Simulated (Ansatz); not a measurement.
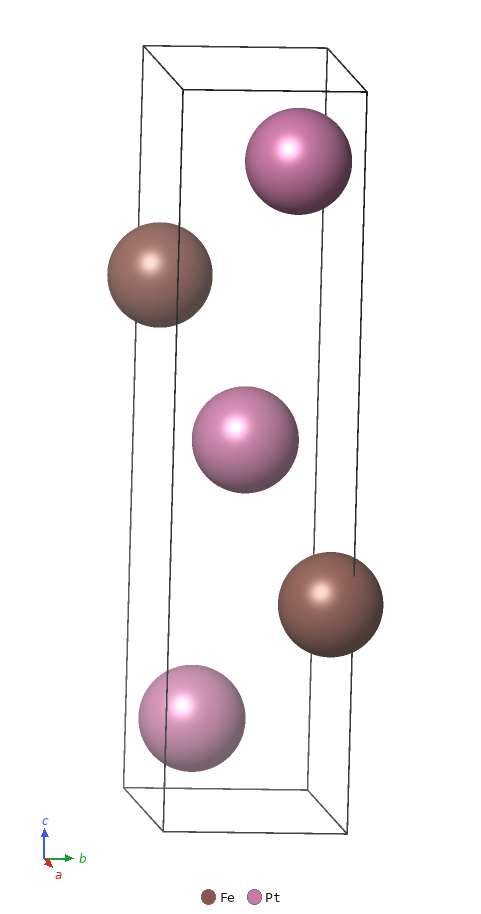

Shown here is a spheres-only view of the crystal, taken slightly off an axis. The frame is the cell (the run's own, in a reduced setting); atoms at its boundary are shown with their periodic copies.

```yaml
crystal:
  lattice:
    - [-1.37369, 2.37929, 0.00000]
    - [-2.74737, 0.00000, 0.00000]
    - [-1.37369, 0.79310, 11.08508]
  atoms:
    - { symbol: Fe, position: [0.10091, 0.10091, 0.69728] }
    - { symbol: Fe, position: [0.89909, 0.89909, 0.30272] }
    - { symbol: Pt, position: [0.70397, 0.70397, 0.88810] }
    - { symbol: Pt, position: [0.50000, 0.50000, 0.50000] }
    - { symbol: Pt, position: [0.29603, 0.29603, 0.11190] }
```

The calculation used DFT PBE, scalar-relativistic, plane waves, PAW (Ansatz), with wavefunction cutoff 420 eV, k-points about 0.15 Å⁻¹ apart, Gaussian smearing of 0.1 eV, collinear spins. The state is ferromagnetic.

Q: List the Bader charges.

A: Fe +0.56 e; Pt -0.52 to -0.30 e.

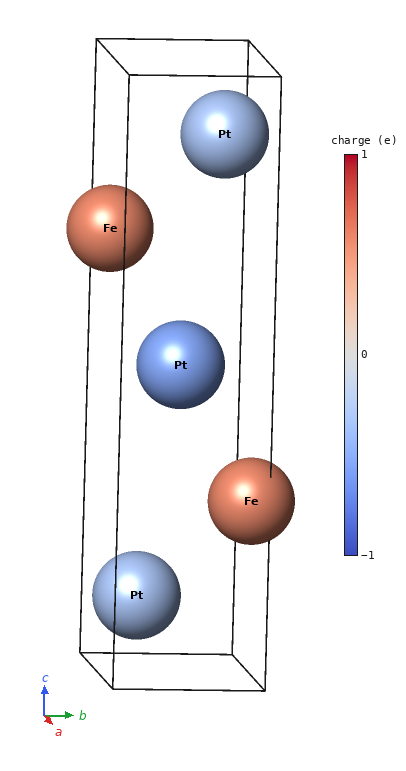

The atoms coloured by those charges.

The initial geometry was a structure type filled with these elements by a generator (whether the compound takes this form wasn't checked). Earlier steps of the study, as a rule a relaxation of our own, may have changed the cell and positions, so they can lie some per cent off the listed ones. Ansatz was used for an electronic-structure calculation on it.
